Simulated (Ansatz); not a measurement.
Fields on a plane of CoSi (FeSi type, space group P2_13)

```
CoSi
1.0
    4.38307     0.00000     0.00000
    0.00000     4.38307     0.00000
    0.00000     0.00000     4.38307
Co Si
4 4
Cartesian
  0.63831   0.63831   0.63831
  2.82984   1.55323   3.74477
  3.74477   2.82984   1.55323
  1.55323   3.74477   2.82984
  3.69784   3.69784   3.69784
  1.50631   2.87677   0.68523
  0.68523   1.50631   2.87677
  2.87677   0.68523   1.50631
```

The slice is a {110} plane (indices of the conventional cell) through the point (0.146, 0.146, 0.146) (fractional), spanned by u = [100] and v = [011] in vectors of this cell: u (4.38 Å) and v (6.20 Å, at 90° to u). It covers one period; positions are fractions (u, v).

Atoms on it: Co at (0.00, 0.00); Si at (0.70, 0.70). Other atoms lie within 1 Å of the plane.

The numbers are results of r2SCAN (plane waves to 500 eV, PAW, scalar-relativistic; Ansatz, a first-principles code), not measurements. k mesh 11×11×11. Near the nuclei the fields are pseudised (PAW); where an atom keeps semicore shells as valence, they peak there. At this level the bands of CoSi touch or barely overlap. CoSi is run without spin polarisation. CoSi was relaxed with its symmetry unable to fall.

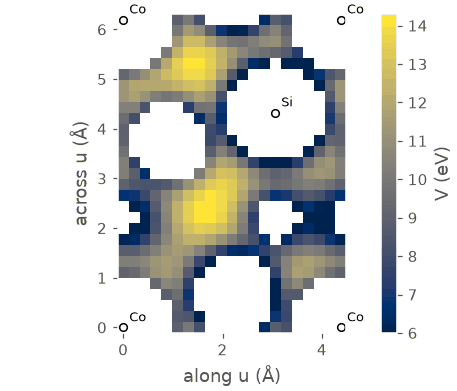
Figure: Electrostatic potential energy of an electron, from the cell's mean, in eV, one period of the plane, atoms marked. Points within 1 Å of a nucleus are left white, as the pseudised field means little there. Values under 6 eV are set to 6. The zero, the cell's mean, hangs on the PAW cores.

```
v \ u  0.00  0.10  0.20  0.30  0.40  0.50  0.60  0.70  0.80  0.90
-----  ----  ----  ----  ----  ----  ----  ----  ----  ----  ----
0.86   -0.2  -0.3  -0.6  -0.7  -0.7  -0.6  -0.5  -0.4  -0.3  -0.2
0.71   -0.4  -0.4  -0.2  -0.3  -0.4  -0.4  -0.7  -1.3  -0.6  -0.4
0.57   -0.4   0.0   0.3   0.1  -0.4  -0.4  -0.4  -0.3  -0.4  -0.4
0.43   -0.4  -0.4  -0.5  -0.6  -0.7  -0.6  -0.5  -0.4  -0.4  -0.4
0.29   -0.4  -0.5  -0.6  -0.7  -0.6  -0.5  -0.3  -0.3  -0.4  -0.4
0.14   -0.1  -0.3  -0.5  -0.5  -0.4  -0.4  -0.4  -0.4  -0.5  -0.3
0.00    1.8   1.0  -0.1  -0.5  -0.4  -0.4  -0.4  -0.4  -0.1   1.0
```

Values: log₁₀ of the valence density in e/Å³. The scale is logarithmic, as a density can span decades between atoms and voids.

The density on the Co–Si line (2.29 Å) at its midpoint is 0.48 e/Å³. The ELF at that point is 0.4. ELF maximum in the middle third of the Co–Si line: 0.62, 1.4 Å from Co.
